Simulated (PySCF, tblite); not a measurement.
# C6H13BNP: geometry, infrared bands and NMR shifts

What infrared bands and NMR shifts should C6H13BNP (`C=C(CC#CC)[B@@H-]([NH3+])P`) show?

The runs use tblite 0.8.0 and PySCF 2.14.0, with density-fitted response routines of our own; the level of theory stands in each step. All values are computed, except where a source is named. Atoms are numbered from 0 throughout.

### 1 The starting structure

22 atoms, charge 0, multiplicity 1; geometry from: force field or distance geometry start.

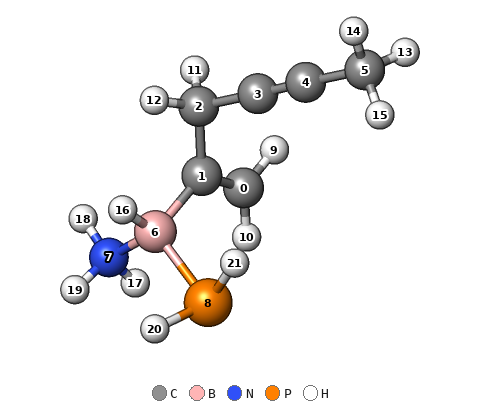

The starting geometry (carbon grey, boron pink, nitrogen blue, phosphorus orange, hydrogen white), atoms numbered.

### 2 Geometry optimisation with GFN2-xTB

Job settings and geometry (Å):

```
{"job": {"kind": "relax", "xc": "GFN2-xTB", "basis": "xTB"}, "charge": 0, "multiplicity": 1}
C     -0.259600     1.837100    -0.567700
C     -0.476400     0.729400     0.145300
C      0.535200     0.323600     1.219600
C      1.754000    -0.169400     0.585000
C      2.761600    -0.593600     0.086100
C      3.979600    -1.096100    -0.550700
B     -1.767700    -0.173200    -0.099000
N     -3.046800     0.633800     0.175000
P     -1.765100    -0.857900    -1.920300
H      0.604800     2.456300    -0.393000
H     -0.969700     2.148600    -1.339800
H      0.765700     1.199100     1.857600
H      0.112600    -0.464800     1.887200
H      4.651800    -0.244100    -0.806100
H      4.505700    -1.765500     0.157700
H      3.721300    -1.649700    -1.460200
H     -1.751400    -1.114300     0.641200
H     -3.168100     1.378700    -0.542500
H     -3.011600     1.058900     1.129900
H     -3.873000    -0.008800     0.130100
H     -2.711700    -1.918800    -1.627600
H     -0.601700    -1.689900    -1.715700
```

The run is started by

```console
$ OMP_NUM_THREADS=1 python probes_run.py task.json out
```

This one command runs all jobs of the session in turn.

**Question.** This job is followed by: GFN2-xTB harmonic vibrations, gas phase; GIAO PBE0/pcSseg-1 NMR shielding, non-relativistic, gas phase. Predict these results of the whole session: strongest single infrared mode (GFN2-xTB); zero-point energy (GFN2-xTB); ¹³C shifts against TMS (PBE0/pcSseg-1); ¹H shifts against TMS (PBE0/pcSseg-1, means over atoms taken as alike); ¹¹B shifts against BF3·OEt2 (PBE0/pcSseg-1); ¹⁵N shifts against NH3 (PBE0/pcSseg-1); ³¹P shifts against H3PO4 (PBE0/pcSseg-1).

The runs gave:

| quantity | value |
| --- | --- |
| strongest single infrared mode (GFN2-xTB) | 1232 cm⁻¹, 213 km/mol |
| zero-point energy (GFN2-xTB) | 109.8 kcal/mol |
| ¹³C shifts against TMS (PBE0/pcSseg-1) | 175.8, 109.9, 89.0, 85.0, 33.3, 5.1 ppm |
| ¹H shifts against TMS (PBE0/pcSseg-1, means over atoms taken as alike) | 5.20, 4.34, 3.21, 3.11, 3.10, 2.74, 1.95, 1.66 ppm |
| ¹¹B shifts against BF3·OEt2 (PBE0/pcSseg-1) | -17.4 ppm |
| ¹⁵N shifts against NH3 (PBE0/pcSseg-1) | 54.6 ppm |
| ³¹P shifts against H3PO4 (PBE0/pcSseg-1) | -210.9 ppm |

Over 213 steps the energy fell by 0.470 eV; of the close pairs, B6–N7 changed most, 1.537 to 1.641 Å. The lowest mode is slightly imaginary (13i cm⁻¹), a soft motion within the noise of the Hessian, so the minimum is not strictly shown. The strongest single mode, at 1232 cm⁻¹, moves mainly H17, H19 and H18. GFN2-xTB is a fitted tight-binding method: band positions and strengths are rough. Its intensities can rank the bands wrongly. At PBE0/pcSseg-1: The widest tensor belongs to C1: span 298 ppm, with a paramagnetic part of -249 ppm.
